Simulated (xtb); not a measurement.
Calculation of the molecule and its ions of CH4FNOSi

System: CH4FNOSi.
Method: GFN1-xTB, ALPB solvent cs2 (xtb 6.7.1).

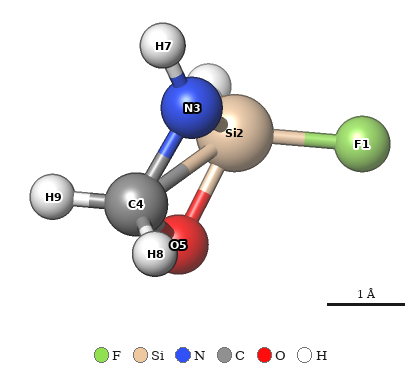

**Figure 1.** The input geometry (ball-and-stick view, seen at a tilt; atoms are numbered from 1 in the order of the input).

**Input (struc.xyz)**
```
9

F     -1.50618100    -0.09348600    -1.93496800
Si    -0.89082800     0.21965000    -0.41078100
N      0.58873800     0.66183800    -0.29452100
C      0.85339000    -0.51501800     0.50727600
O     -0.40456100    -1.13820000     0.35374600
H     -2.16461700     0.80017400     0.24835900
H      1.07857100     1.52226500    -0.12956100
H      1.64708000    -1.14188900     0.09117100
H      1.05123900    -0.31239200     1.56510100
```

Launched with:
```bash
xtb struc.xyz --vea --gfn 2 --uhf 0 --alpb cs2 > out.txt 2> xtb.err
```

**What the program printed**
```
* xtb version 6.7.1
   ID    Z sym.   atoms
    1    9 F      1
    2   14 Si     2
    3    7 N      3
    4    6 C      4
    5    8 O      5
    6    1 H      6-9

           -------------------------------------------------
          |                Calculation Setup                |
           -------------------------------------------------

          program call               : xtb struc.xyz --vea --gfn 2 --uhf 0 --alpb cs2
          coordinate file            : struc.xyz
          omp threads                :                     1

           -------------------------------------------------
          |                 G F N 1 - x T B                 |
           -------------------------------------------------

      * Hamiltonian:
        H0-scaling (s, p, d)           1.850000    2.250000    2.000000
        zeta-weighting                 0.000000
      * Dispersion:
        s8                             2.400000
        a1                             0.630000
        a2                             5.000000
        s9                             0.000000
      * Repulsion:
        kExp                           1.500000
        rExp                           1.000000
      * Coulomb:
        alpha                          2.000000
        third order                    atomic
        anisotropic                    false
      * Halogen bond correction:
        rad-scale                      1.300000
        damping                        0.440000

      * Solvation model:               ALPB
        Solvent                        cs2
        Parameter file                 internal GFN1-xTB/ALPB
        Dielectric constant                2.6400E+00
        Reference state                gsolv [1 M gas/solution]
        Free energy shift                  5.5033E-03 Eh       3.4534E+00 kcal/mol
        Temperature                        2.9815E+02 K
        Density                            1.2600E+00 kg/L
        Solvent mass                       7.6140E+01 g/mol
        Interaction kernel             P16
        Born radius scaling (c1)           1.3403E+00
        Born radii integrator          GBOBC
        Born offset                        0.0000E+00 a0       0.0000E+00 AA
        H-bond correction              false
        Ion screening                  false
        Surface tension                    1.0000E-05 Eh       1.5569E+01 dyn/cm
        Grid points                               230 per atom

          ...................................................
          :                      SETUP                      :
          :.................................................:
          :  # basis functions                  34          :
          :  # atomic orbitals                  33          :
          :  # shells                           19          :
          :  # electrons                        30          :
          :  # halogen bonds                     0          :
          :  max. iterations                   250          :
          :  Hamiltonian                  GFN1-xTB          :
          :  restarted?                      false          :
          :  GBSA solvation                   true          :
          :  PC potential                    false          :
          :  electronic temp.          300.0000000     K    :
          :  accuracy                    1.0000000          :
          :  -> integral cutoff          0.2500000E+02      :
          :  -> integral neglect         0.1000000E-07      :
          :  -> SCF convergence          0.1000000E-05 Eh   :
          :  -> wf. convergence          0.2000000E-04 e    :
          :  Broyden damping             0.4000000          :
          :  net charge                          0          :
          :  unpaired electrons                  0          :
          ...................................................

 iter      E             dE          RMSdq      gap      omega  full diag
   1    -19.3800525 -0.193801E+02  0.781E+00    6.40       0.0  T
   2    -19.4256715 -0.456190E-01  0.461E+00    6.88       1.0  T
   3    -19.4260501 -0.378583E-03  0.843E-01    6.85       1.0  T
   4    -19.4260917 -0.415851E-04  0.124E-01    6.81       1.0  T
   5    -19.4261095 -0.178614E-04  0.620E-02    6.85       1.0  T
   6    -19.4261591 -0.495224E-04  0.103E-02    6.83       3.2  T
   7    -19.4261592 -0.163979E-06  0.167E-03    6.83      19.9  T
   8    -19.4261592 -0.156669E-07  0.436E-04    6.83      76.5  T
   9    -19.4261592 -0.122627E-08  0.655E-05    6.83     508.5  T
  10    -19.4261592 -0.602789E-10  0.112E-05    6.83    2963.5  T

   *** convergence criteria satisfied after 10 iterations ***

         #    Occupation            Energy/Eh            Energy/eV
      -------------------------------------------------------------
         1        2.0000           -0.8078593             -21.9830
       ...           ...                  ...                  ...
         9        2.0000           -0.5206919             -14.1687
        10        2.0000           -0.5188755             -14.1193
        11        2.0000           -0.4983143             -13.5598
        12        2.0000           -0.4814414             -13.1007
        13        2.0000           -0.4734447             -12.8831
        14        2.0000           -0.4556161             -12.3979
        15        2.0000           -0.4133338             -11.2474 (HOMO)
        16                         -0.1621828              -4.4132 (LUMO)
        17                         -0.1293263              -3.5191
        18                         -0.0851299              -2.3165
        19                         -0.0743389              -2.0229
        20                         -0.0625594              -1.7023
       ...                                ...                  ...
        33                          1.7651527              48.0323
      -------------------------------------------------------------
                  HL-Gap            0.2511510 Eh            6.8342 eV
             Fermi-level           -0.2877583 Eh           -7.8303 eV

 SCC (total)                   0 d,  0 h,  0 min,  0.006 sec
 SCC setup                      ...        0 min,  0.000 sec (  3.234%)
 Dispersion                     ...        0 min,  0.000 sec (  0.340%)
 classical contributions        ...        0 min,  0.000 sec (  0.106%)
 integral evaluation            ...        0 min,  0.001 sec ( 22.410%)
 iterations                     ...        0 min,  0.002 sec ( 34.904%)
 molecular gradient             ...        0 min,  0.002 sec ( 37.482%)
 printout                       ...        0 min,  0.000 sec (  1.326%)

         :::::::::::::::::::::::::::::::::::::::::::::::::::::
         ::                     SUMMARY                     ::
         :::::::::::::::::::::::::::::::::::::::::::::::::::::
         :: total energy             -19.276025833567 Eh    ::
         :: w/o Gsasa/hb/shift       -19.276860018310 Eh    ::
         :: gradient norm              0.259558599157 Eh/a0 ::
         :: HOMO-LUMO gap              6.834165584046 eV    ::
         ::.................................................::
         :: SCC energy               -19.426159237970 Eh    ::
         :: -> electrostatic           0.074758271941 Eh    ::
         :: -> Gsolv                  -0.004460361133 Eh    ::
         ::    -> Gelec               -0.005294545875 Eh    ::
         ::    -> Gsasa               -0.004669124517 Eh    ::
         ::    -> Ghb                  0.000000000000 Eh    ::
         ::    -> Gshift               0.005503309259 Eh    ::
         :: repulsion energy           0.152693274896 Eh    ::
         :: dispersion energy         -0.002559870493 Eh    ::
         :: halogen bond corr.         0.000000000000 Eh    ::
         :: add. restraining           0.000000000000 Eh    ::
         :: total charge               0.000000000000 e     ::
         :::::::::::::::::::::::::::::::::::::::::::::::::::::

           -------------------------------------------------
          |        vertical delta SCC EA calculation        |
           -------------------------------------------------

 iter      E             dE          RMSdq      gap      omega  full diag
   1    -19.4964477 -0.194964E+02  0.164E+00    0.89       0.0  T
   2    -19.4164590  0.799887E-01  0.213E+00    0.10       1.0  T
   3    -19.5179491 -0.101490E+00  0.102E+00    0.72       1.0  T
   4    -19.5196837 -0.173460E-02  0.862E-01    0.59       1.0  T
   5    -19.5211009 -0.141725E-02  0.520E-01    0.47       1.0  T
   6    -19.5218413 -0.740362E-03  0.316E-01    0.36       1.0  T
   7    -19.5222952 -0.453986E-03  0.207E-01    0.27       1.0  T
   8    -19.5227181 -0.422900E-03  0.775E-02    0.19       1.0  T
   9    -19.5227672 -0.490215E-04  0.310E-02    0.18       1.1  T
  10    -19.5227723 -0.513559E-05  0.147E-02    0.17       2.3  T
  11    -19.5227724 -0.102961E-06  0.144E-02    0.16       2.3  T
  12    -19.5227757 -0.329075E-05  0.113E-03    0.17      29.5  T
  13    -19.5227757  0.179104E-07  0.155E-03    0.17      21.6  T
  14    -19.5227757 -0.356872E-07  0.321E-04    0.17     103.9  T
  15    -19.5227757 -0.162612E-08  0.236E-05    0.17    1414.1  T
  16    -19.5227757 -0.867217E-11  0.136E-06    0.17   24531.2  T
     SCC iter.                  ...        0 min,  0.003 sec
     gradient                   ...        0 min,  0.002 sec
------------------------------------------------------------------------
empirical EA shift (eV):    4.8455
delta SCC EA (eV):   -2.2164
------------------------------------------------------------------------
           -------------------------------------------------
          |                Property Printout                |
           -------------------------------------------------

    * Orbital Energies and Occupations

         #    Occupation            Energy/Eh            Energy/eV
      -------------------------------------------------------------
         1        2.0000           -0.6893267             -18.7575
       ...           ...                  ...                  ...
         4        2.0000           -0.5336314             -14.5208
         5        2.0000           -0.4734476             -12.8832
         6        2.0000           -0.4685903             -12.7510
         7        2.0000           -0.4531882             -12.3319
         8        2.0000           -0.4278538             -11.6425
         9        2.0000           -0.4076906             -11.0938
        10        2.0000           -0.4050485             -11.0219
        11        2.0000           -0.3818776             -10.3914
        12        2.0000           -0.3616996              -9.8423
        13        2.0000           -0.3584397              -9.7536
        14        2.0000           -0.3402418              -9.2584
        15        2.0000           -0.2872895              -7.8175
        16        0.9626           -0.0355910              -0.9685 (HOMO)
        17        0.0374           -0.0294194              -0.8005 (LUMO)
        18                          0.0177470               0.4829
        19                          0.0357606               0.9731
        20                          0.0515329               1.4023
        21                          0.0597611               1.6262
        22                          0.1401137               3.8127
        23                          0.1626857               4.4269
        24                          0.1997637               5.4358
        25                          0.2783741               7.5749
        26                          0.2889615               7.8630
        27                          0.3826945              10.4136
       ...                                ...                  ...
        33                          1.9043999              51.8214
      -------------------------------------------------------------
                  HL-Gap            0.0061717 Eh            0.1679 eV
             Fermi-level           -0.0969727 Eh           -2.6388 eV

  Mulliken/CM5 charges         n(s)   n(p)   n(d)
     1     -0.37612 -0.35734   1.797  5.579  0.000
     2      0.19941  0.13922   0.902  1.802  1.097
     3     -0.39319 -0.72688   1.434  3.959  0.000
     4      0.31746  0.31899   0.967  2.715  0.000
     5     -0.51229 -0.55708   1.679  4.834  0.000
     6     -0.15437 -0.07955   1.154  0.000  0.000
     7      0.03244  0.23207   0.968  0.000  0.000
     8     -0.05931  0.01270   1.059  0.000  0.000
     9     -0.05402  0.01786   1.054  0.000  0.000

Wiberg/Mayer (AO) data.
largest (>0.10) Wiberg bond orders for each atom

 ---------------------------------------------------------------------------
     #   Z sym  total        # sym  WBO       # sym  WBO       # sym  WBO
 ---------------------------------------------------------------------------
     1   9      1.082 --     2      1.021
     2  14      4.642 --     3      1.273     5      1.096     1      1.021
                             6      0.944     7      0.202
     3   7      3.253 --     2      1.273     7      0.946     4      0.940
     4   6      3.913 --     9      0.977     8      0.976     3      0.940
                             5      0.923
     5   8      2.137 --     2      1.096     4      0.923
     6   1      1.000 --     2      0.944
     7   1      1.200 --     3      0.946     2      0.202
     8   1      1.052 --     4      0.976
     9   1      1.034 --     4      0.977
 ---------------------------------------------------------------------------

Topologies differ in total number of bonds
Writing topology from bond orders to xtbtopo.mol

 dipole moment from electron density (au)
     X       Y       Z
   2.4570  -0.2913   1.5938  total (Debye):    7.481

           -------------------------------------------------
          | TOTAL ENERGY              -19.372642315233 Eh   |
          | GRADIENT NORM               0.314661067201 Eh/α |
          | HOMO-LUMO GAP               0.167939440686 eV   |
           -------------------------------------------------

------------------------------------------------------------------------
------------------------------------------------------------------------
 total:
 *  cpu-time:     0 d,  0 h,  0 min,  0.019 sec
 * ratio c/w:     1.000 speedup
 SCF:
 *  cpu-time:     0 d,  0 h,  0 min,  0.014 sec
 * ratio c/w:     1.000 speedup
```

**Results in brief**

- outcome: converged
- electrons treated: 30
- total energy: −19.276026 hartree
- dispersion energy: −0.002560 hartree
- solvation energy: −0.004460 hartree
- basis functions: 34
- hardware: 1 thread of Arm Neoverse V1, 24 GiB of memory available, shared host
- peak memory: 0.076 GiB
